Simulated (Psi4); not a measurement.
**M06-2X/cc-pVDZ (density fitting with cc-pvdz-jkfit, sweep point 2) run of C2H3F (SMILES C=CF)**

What is the vertical ionisation energy of C2H3F at M06-2X/cc-pVDZ (density fitting with cc-pvdz-jkfit, sweep point 2)? 

Program for the calculation: Psi4 1.11.

6 further runs of the same task are left out: 4 that didn't finish, 2 set aside as unsound or not needed.

### 1 The molecule

C2H3F: 6 atoms, total charge 0, spin state singlet. As SMILES, `C=CF`. The coordinates come from a PBE0-D4/def2-TZVP relaxation.

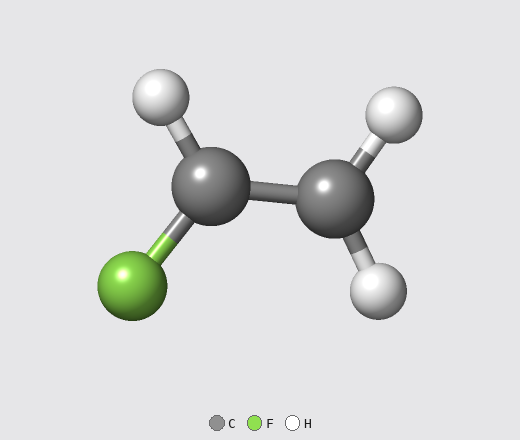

Viewed from a chosen angle; carbon grey, fluorine green, hydrogen white.

### 2 A single-point energy at M06-2X/cc-pVDZ (density fitting with cc-pvdz-jkfit, sweep point 2)

The input, job.dat:

```
memory 1600 MB

molecule m {
  C     -1.01327115     0.14437508    -0.83677073
  C      0.92596580    -0.03080254     0.71167086
  F      1.82585338    -2.25330943     1.50327713
  H     -1.97268510    -1.51801700    -1.54315035
  H     -1.66333693     1.99196031    -1.41672768
  H      1.97684250     1.54466213     1.49420645
  units au
  symmetry c1
}

set {
  basis                cc-pVDZ
  puream               true
  scf_type             df
  dft_radial_points    99
  dft_spherical_points 590
  df_basis_scf         cc-pvdz-jkfit
}

E, wfn = energy('m06-2x', return_wfn=True)
```

On the command line:

```sh
psi4 -i job.dat -o job.out -n 1
```

job.out:

```text
[...]
  Running in c1 symmetry.
[...]
  Nuclear repulsion =   67.793297876399720
[...]
  Multiplicity = 1
[...]
  Nalpha       = 12
  Nbeta        = 12
[...]
    Number of basis functions: 57
[...]
   @DF-RKS iter   1:  -177.65062094581768   -3.87795e-01   7.97521e-03 ADIIS/DIIS
[...]
   @DF-RKS iter   8:  -177.75996516399124   -6.89161e-08   7.94672e-07 DIIS
[...]
    Orbital Energies [Eh]
    ---------------------
    Doubly Occupied:
       1A    -25.260373     2A    -10.631368     3A    -10.547594
       4A     -1.365273     5A     -0.869954     6A     -0.694741
       7A     -0.610016     8A     -0.558128     9A     -0.550958
      10A     -0.475052    11A     -0.444257    12A     -0.324443
[...]
  @DF-RKS Final Energy:  -177.75996516399124
   => Energetics <=
    Nuclear Repulsion Energy =             67.7932978763997198
    One-Electron Energy =                -377.5639837523550568
    Two-Electron Energy =                 142.7623847539214523
    DFT Exchange-Correlation Energy =     -10.7516640419573584
    Empirical Dispersion Energy =           0.0000000000000000
    VV10 Nonlocal Energy =                  0.0000000000000000
    Total Energy =                       -177.7599651639912395
[...]
 Multipole Moments:
 ------------------------------------------------------------------------------------
     Multipole            Electronic (a.u.)      Nuclear  (a.u.)        Total (a.u.)
 ------------------------------------------------------------------------------------
 L = 1.  Multiply by 2.5417464519 to convert [e a0] to [Debye]
 Dipole X            :          2.2817916           -2.4216048           -0.1398132
 Dipole Y            :         -2.4918394            2.9732680            0.4814286
 Dipole Z            :          1.8997668           -2.0273148           -0.1275480
 Magnitude           :                                                    0.5172908
[...]
```

Wall time 13 s (1 thread of Intel Xeon Platinum 8488C (Sapphire Rapids), shared host); peak memory 0.89 GiB.

### 3 The doublet cation, same level

The input, job.dat:

```
memory 1.6 GB

molecule system {
  1 2
  C     -1.01327115     0.14437508    -0.83677073
  C      0.92596580    -0.03080254     0.71167086
  F      1.82585338    -2.25330943     1.50327713
  H     -1.97268510    -1.51801700    -1.54315035
  H     -1.66333693     1.99196031    -1.41672768
  H      1.97684250     1.54466213     1.49420645
  units bohr
  symmetry c1
}

set basis cc-pVDZ
set reference uks
set puream true
set scf_type df
set dft_radial_points 99
set dft_spherical_points 590
set df_basis_scf cc-pvdz-jkfit
set maxiter 150

e, wfn = energy("m06-2x", return_wfn=True)
```

On the command line:

```sh
psi4 job.dat job.out -n 1
```

job.out:

```text
[...]
  Running in c1 symmetry.
[...]
  Nuclear repulsion =   67.793297876399720
[...]
  Multiplicity = 2
[...]
  Nalpha       = 12
  Nbeta        = 11
[...]
    Number of basis functions: 57
[...]
   @DF-UKS iter   1:  -177.34333074112791   -8.05050e-02   4.36684e-03 ADIIS/DIIS
[...]
   @DF-UKS iter  10:  -177.37820934387190   -6.35737e-09   3.21391e-07 DIIS
[...]
   @S^2 Observed:                7.536627886E-01
[...]
    Orbital Energies [Eh]
    ---------------------
    Alpha Occupied:
       1A    -25.582828     2A    -10.982695     3A    -10.904256
       4A     -1.676617     5A     -1.223770     6A     -1.003284
       7A     -0.919826     8A     -0.876990     9A     -0.866759
      10A     -0.785256    11A     -0.751339    12A     -0.674654
    Alpha Virtual:
      13A     -0.265832    14A     -0.123403    15A     -0.097031
      16A     -0.076465    17A     -0.015554    18A      0.087802
      19A      0.188930    20A      0.219350    21A      0.248243
      22A      0.278754    23A      0.318096    24A      0.326253
      25A      0.435399    26A      0.459502    27A      0.539850
[...]
  @DF-UKS Final Energy:  -177.37820934387190
   => Energetics <=
    Nuclear Repulsion Energy =             67.7932978763997198
    One-Electron Energy =                -369.9391075003783840
    Two-Electron Energy =                 135.3376794606409135
    DFT Exchange-Correlation Energy =     -10.5700791805341527
    Empirical Dispersion Energy =           0.0000000000000000
    VV10 Nonlocal Energy =                  0.0000000000000000
    Total Energy =                       -177.3782093438719016
[...]
 Multipole Moments:
 ------------------------------------------------------------------------------------
     Multipole            Electronic (a.u.)      Nuclear  (a.u.)        Total (a.u.)
 ------------------------------------------------------------------------------------
 L = 1.  Multiply by 2.5417464519 to convert [e a0] to [Debye]
 Dipole X            :          1.5874624           -2.4216048           -0.8341424
 Dipole Y            :         -1.7404153            2.9732680            1.2328527
 Dipole Z            :          1.3218357           -2.0273148           -0.7054791
 Magnitude           :                                                    1.6472462
[...]
```

Run time: 20 s. Hardware: 1 thread of Intel Xeon Platinum 8488C (Sapphire Rapids), shared host; peak memory 0.89 GiB.

### 4 Results

At M06-2X/cc-pVDZ (density fitting with cc-pvdz-jkfit, sweep point 2):

```
                                          quantity          value
                       singlet C2H3F: total energy  -177.75997 Eh
                      singlet C2H3F: dipole moment         1.31 D
                        singlet C2H3F: HOMO energy       -8.83 eV
                        singlet C2H3F: LUMO energy        1.65 eV
                      singlet C2H3F: HOMO–LUMO gap       10.48 eV
                      doublet cation: total energy  -177.37821 Eh
doublet cation: HOMO energy (highest over α and β)      -18.36 eV
 doublet cation: LUMO energy (lowest over α and β)      -11.79 eV
                              doublet cation: ⟨S²⟩          0.754
vertical ionisation energy (to the doublet cation)      10.388 eV
```

What this shows: Removing an electron at fixed nuclei costs 10.39 eV (240 kcal/mol). The negative HOMO energy of the first species, 8.83 eV, lies 1.56 eV below that difference.
